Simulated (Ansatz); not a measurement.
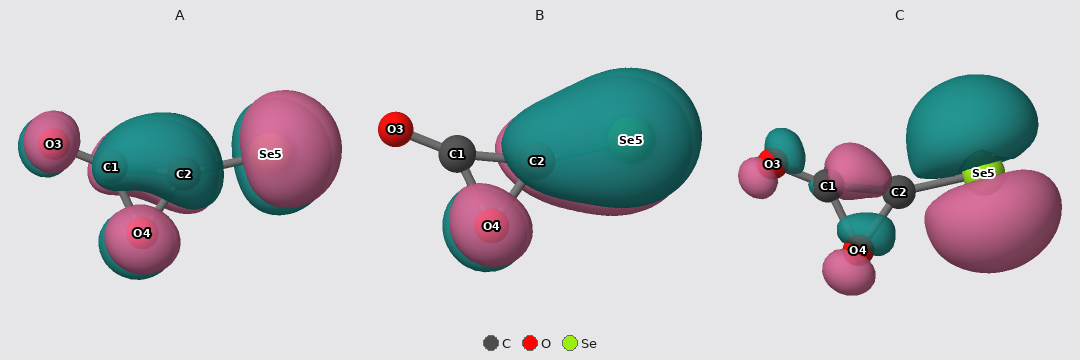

C₂O₂Se (SMILES O=c1oc1=[Se]). Three frontier orbitals at ±0.1 Å⁻³ᐟ² (teal and pink are the two phases), in no order.

Geometry: r2SCAN-D4/def2-SVP.

The calculation used isolated molecule in a Gaussian basis; Kohn-Sham density functional theory, functional PBE0 in Ansatz.

Input file:

```
crystal:
  periodic: [false, false, false]
  atoms:
    - {symbol: C, position_ang: [0.109366, -0.822378, -0.515891]}
    - {symbol: C, position_ang: [1.053162, -0.698134, -1.568063]}
    - {symbol: O, position_ang: [-0.890393, -0.900748, 0.099235]}
    - {symbol: O, position_ang: [1.496596, -0.834531, -0.235005]}
    - {symbol: Se, position_ang: [1.754684, -0.521693, -3.139205]}
basis:
  gaussian:
    orbitals: def2-TZVPD
hamiltonian:
  xc: pbe0
output: {forces: true, orbitals: {seedname: orbitals}}
```

Command:

```sh
ansatz run input.yaml --threads 1 --pin off --max-ram 2610MiB --events-out events.jsonl --progress --plain --runs-dir runs
```

**Which picture is the HOMO−1, the HOMO and the LUMO?**

B is the HOMO−1 (−8.75 eV). Its weight (Hirshfeld) is mainly on Se5 (about 60 %), C2 (about 20 %) and O4 (about 20 %); it changes sign across the molecular plane (π type); π-bonding across C2–Se5; π-antibonding (a node) across C2–O4. C is the HOMO (−7.55 eV). It lies mainly on Se5 (about 80 %), C2 (about 10 %) and O4 (about 5 %); it is symmetric in the molecular plane (an in-plane orbital: σ, lone-pair or in-plane π type); largely a lone pair of Se5. A is the LUMO (−3.63 eV). Its weight (Hirshfeld) is mainly on Se5 (about 35 %), C2 (about 25 %), O4 (about 20 %), C1 (about 10 %) and O3 (about 5 %); it changes sign across the molecular plane (π type); π-bonding across C1–C2; π-antibonding (a node) across C1–O3, C1–O4, C2–O4 and C2–Se5.

**What is the HOMO–LUMO gap?**

3.92 eV between the orbital energies.
